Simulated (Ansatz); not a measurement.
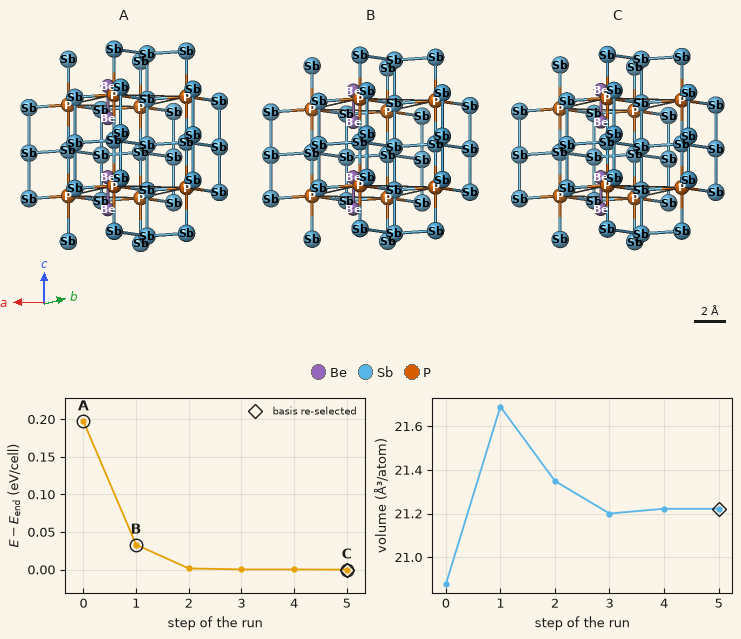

Frames of a relaxation of solid Be2Sb3P (built on the Eu2Si3Au-187 type type), marked on the history of the run. Style: ball-and-stick. Shown: the cell of the calculation, from a free direction.

Level of theory: DFT, r2SCAN+rVV10, plane waves, PAW (Ansatz). (plane-wave cutoff 500 eV; k-point mesh 6 × 6 × 4; occupations fermi dirac; smearing width 0.03 eV; no spin polarisation; cell and atoms relaxed; force threshold 0.01 eV/Å; at most 120 steps)

What happens along the run?

Answer. The largest moves relative to the cell, 0.034 Å, are those of Be atoms. Sb and P stay in place. The volume changes by +1.7 %, with a = b 4.853 → 4.999 Å (+3.0 %), c 6.141 → 5.882 Å (−4.2 %). Near-neighbour distances that change, for instance: P–Sb 3.070 → 2.941 Å, Sb–Sb 3.070 → 2.941 Å, P–Sb 2.802 → 2.886 Å, Sb–Sb 2.802 → 2.886 Å. The space group stays P-6m2 (No. 187). After 4 accepted moves (5 points after the start) the energy has fallen by 0.197 eV per cell of the calculation. The largest force component goes from 0.085 to 0.00099 eV/Å. The pressure goes from 1.90 to 0.00 GPa. The SCF was repeated once at an unchanged geometry on a basis and grid sized afresh for the cell, which shifted the energy by 0.3 meV per cell of the calculation at most. Cost: 85 s on 2 threads of AMD EPYC 7R13 Processor (Zen 3), on a shared host, peak memory 0.86 GiB. From step 0 to 1: Be atoms move most (0.03 Å), volume +3.9 %, energy −0.164 eV per cell of the calculation. From step 1 to 5: volume −2.2 %, energy −33.2 meV per cell of the calculation.

| step | E − E(0), meV/atom | largest force component, eV/Å | pressure, GPa | volume, Å³/atom | note |
| --- | --- | --- | --- | --- | --- |
| 0 | 0.00 | 0.0853 | 1.90 | 20.875 |  |
| 1 | -27.32 | 0.1016 | -1.25 | 21.690 |  |
| 2 | -32.57 | 0.0108 | -0.38 | 21.349 |  |
| 3 | -32.80 | 0.0038 | 0.07 | 21.200 |  |
| 4 | -32.80 | 0.0010 | 0.00 | 21.222 |  |
| 5 | -32.84 | 0.0010 | 0.00 | 21.222 | same geometry, new basis |
